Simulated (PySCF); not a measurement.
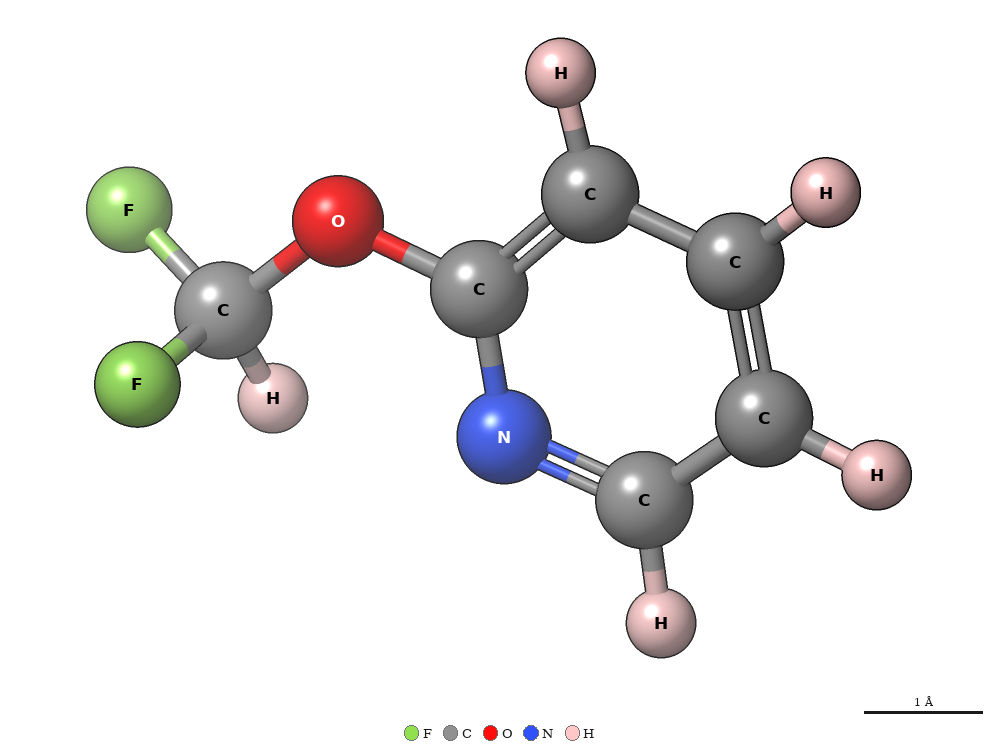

Atoms fade into the background with distance from the viewer. Computed geometry: PBE0-D3(BJ)/def2-SVP optimisation. No frequency run is at hand to confirm it as a minimum. Masses are those of the most abundant isotopes; constants are for the rigid equilibrium geometry.

Question: What kind of rotor is it, and what are its rotational constants in cm⁻¹?

Answer: An asymmetric top (C1): A = 0.123, B = 0.0257, C = 0.0231 cm⁻¹. Ray's parameter κ is −0.95, close to the prolate limit.
